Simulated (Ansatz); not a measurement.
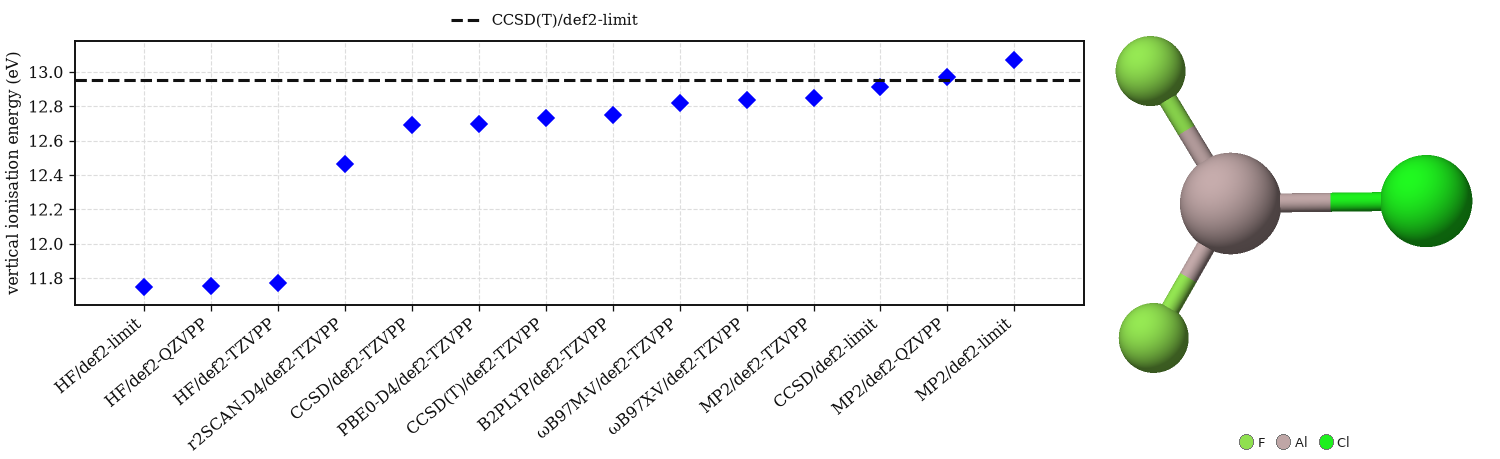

Vertical ionisation energy of AlClF₂, SMILES [F][Al]([F])[Cl], singlet, taken as the energy of the cation less that of the neutral at fixed geometry (unrestricted doublet cation, cores frozen in correlated methods, no spin-orbit coupling), the Ansatz code 0.2.0, at a PBE0-D4/def2-TZVP geometry (a minimum by its frequencies). Limit means an estimate of the basis limit from triple and quadruple zeta; for coupled cluster it is either extrapolated directly or built as the MP2 limit plus the step from MP2 in triple zeta. B2PLYP/def2-TZVPP holds a correlation term that converges slowly with the basis, so part of the distance to the limit is basis error. The distance of CCSD/def2-TZVPP, CCSD(T)/def2-TZVPP, MP2/def2-TZVPP and MP2/def2-QZVPP to the limit includes basis error.

> Which level comes closest to the line (CCSD(T)/def2-limit), and which misses most?

Closest MP2/def2-QZVPP (12.97 eV), against 12.95 eV; farthest HF/def2-limit (11.75 eV).

> Give the values.

```
               level     eV  less CCSD(T)/def2-limit
       HF/def2-limit  11.75                    −1.20
       HF/def2-QZVPP  11.75                    −1.20
       HF/def2-TZVPP  11.77                    −1.18
r2SCAN-D4/def2-TZVPP  12.47                    −0.48
     CCSD/def2-TZVPP  12.69                    −0.26
  PBE0-D4/def2-TZVPP  12.70                    −0.25
  CCSD(T)/def2-TZVPP  12.73                    −0.22
   B2PLYP/def2-TZVPP  12.75                    −0.20
  ωB97M-V/def2-TZVPP  12.82                    −0.13
  ωB97X-V/def2-TZVPP  12.84                    −0.11
      MP2/def2-TZVPP  12.85                    −0.10
     CCSD/def2-limit  12.91                    −0.04
      MP2/def2-QZVPP  12.97                     0.02
      MP2/def2-limit  13.07                     0.12
  CCSD(T)/def2-limit  12.95                     0.00
```
